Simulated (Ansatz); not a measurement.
**AlBr2 (SMILES [Br][Al][Br]): UCCSD/cc-pVTZ**

What is the energy change on altering one bond length of AlBr2 at UCCSD/cc-pVTZ? 

Program for the calculation: Ansatz 0.2.0.

14 further runs of the same task are left out: 14 set aside as unsound or not needed. Runs told in other sessions of the task aren't counted.

## 1. Starting point

AlBr2 has 3 atoms, charge 0, and is taken as a doublet. SMILES: `[Br][Al][Br]`. Geometry: relaxed at PBE0-D4/def2-TZVP.

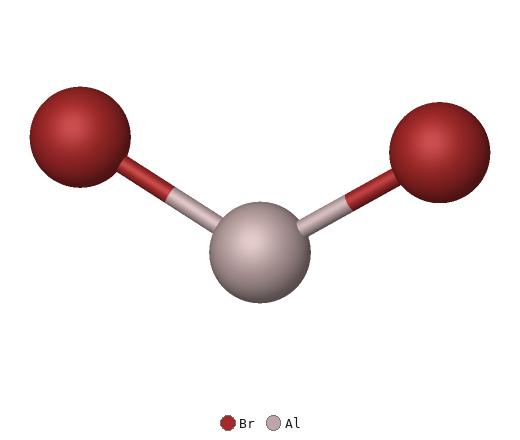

Viewed from a chosen angle; bromine red, aluminium light grey.

## 2. A single-point energy at UCCSD/cc-pVTZ

molecule.yaml

```yaml
crystal:
  periodic: [false, false, false]
  atoms:
    - symbol: Br
      position_ang: [0.607000, 1.799800, 0.519400]
    - symbol: Al
      position_ang: [0.569000, -0.451900, 0.265200]
    - symbol: Br
      position_ang: [-1.186900, -1.412700, -0.797800]
basis:
  gaussian:
    orbitals: cc-pVTZ
magnetization:
  spin_polarized: true
  initial_magnetization: 1
correlation:
  method: ccsd
  frozen_orbitals: {Al: 5, Br: 9}
accuracy: high
scf:
  omitted_lower_state_checks: [cluster_reference, increment]
```

Run with:

```bash
$ ansatz run molecule.yaml --threads 1 --pin off --max-ram 2610MiB --events-out events.jsonl --progress --plain --runs-dir runs
```

Log (excerpt; [...] marks lines left out):

```text
Warning: RAYON_NUM_THREADS=1 ignored (pool sized by the plan → 1); use --threads N
Functional definition: HF
  name "HF"
[...]
1722 factors; integrals over basis functions are off by at most 3.9e-9 eV
[...]
mean field -146587.06698719 eV, -5386.9753514966 hartree, gradient 2.5e-8 eV, S^2 0.754860; 0 other end points of the search recorded, 0 dependent functions left out
23 core orbitals not correlated: weight in the atoms' cores, before any rotation towards them, 1.000 or more for the frozen orbitals, at most 0.000 for the correlated occupied ones
reference -146587.06698719 eV, -5386.9753514966 hartree; 19, 18 occupied and 78, 79 virtual orbitals, 1722 factors
second order -13.40639087 eV of doubles, -0.00000000 eV of singles
cycle   1  -13.64082589 eV  change   -2.3e-1 eV  update   7.3e-2
[...]
cycle  20  -13.98329731 eV  change    1.7e-9 eV  update   4.1e-9
Total energy: -146601.05028450 eV, -5387.4892281946 hartree
Checks for a lower state left out: cluster_reference, increment
```

Run time: 65 s. Hardware: 1 thread of Arm Neoverse V2, shared host; peak memory 1.3 GiB.

## 3. The distorted shape, same level

in.yaml

```yaml
crystal:
  periodic: [false, false, false]
  atoms:
    - {symbol: Br, position_ang: [1.484944, 2.280197, 1.050896]}
    - {symbol: Al, position_ang: [1.446944, 0.028497, 0.796696]}
    - {symbol: Br, position_ang: [-1.186900, -1.412700, -0.797800]}
basis:
  gaussian: {orbitals: cc-pVTZ}
scf: {omitted_lower_state_checks: [cluster_reference, increment]}
magnetization: {spin_polarized: true, initial_magnetization: 1}
correlation: {method: ccsd, frozen_orbitals: {Al: 5, Br: 9}}
accuracy: high
```

Run with:

```bash
$ ansatz run in.yaml --threads 1 --pin off --max-ram 2610MiB --events-out events.jsonl --progress --plain --runs-dir runs
```

Log (excerpt; [...] marks lines left out):

```text
Warning: RAYON_NUM_THREADS=1 ignored (pool sized by the plan → 1); use --threads N
[... 2 set-up lines as earlier in the session ...]
[...]
1659 factors; integrals over basis functions are off by at most 4.2e-9 eV
[...]
mean field -146585.10601340 eV, -5386.9032870391 hartree, gradient 5.4e-8 eV, S^2 0.922904; 12 other end points of the search recorded, 0 dependent functions left out
23 core orbitals not correlated: weight in the atoms' cores, before any rotation towards them, 1.000 or more for the frozen orbitals, at most 0.000 for the correlated occupied ones
reference -146585.10601340 eV, -5386.9032870391 hartree; 19, 18 occupied and 78, 79 virtual orbitals, 1659 factors
second order -12.95073349 eV of doubles, -0.00000000 eV of singles
cycle   1  -13.39435058 eV  change   -4.4e-1 eV  update   9.4e-2
[...]
cycle  31  -13.90064311 eV  change    1.3e-9 eV  update   3.2e-9
Total energy: -146599.00665651 eV, -5387.4141262510 hartree
Checks for a lower state left out: cluster_reference, increment
```

Run time: 2.1 min. Hardware: 1 thread of Arm Neoverse V2, shared host; peak memory 1.2 GiB.

## 4. Summary of results

Level: UCCSD/cc-pVTZ, 23 core orbitals frozen.

| quantity | value |
| --- | --- |
| first shape: total energy | -5387.48923 Eh |
| first shape: correlation energy (23 core orbitals frozen) | -513.9 mEh |
| first shape: ⟨S²⟩ of the reference determinant | 0.755 |
| first shape: T1 diagnostic | 0.010 |
| distorted shape: total energy | -5387.41413 Eh |
| distorted shape: correlation energy (23 core orbitals frozen) | -510.8 mEh |
| distorted shape: ⟨S²⟩ of the reference determinant | 0.923 |
| distorted shape: T1 diagnostic | 0.022 |
| energy change with the Al2–Br3 bond stretched from 2.266 to 3.400 Å | 2.044 eV |

With the Al2–Br3 bond stretched from 2.266 to 3.400 Å the energy rises by 2.04 eV (47 kcal/mol). The first shape isn't relaxed at this level, so the change isn't measured from a minimum. ⟨S²⟩ (distorted shape) is 0.92 where a pure doublet has 0.75: the reference is spin-contaminated.
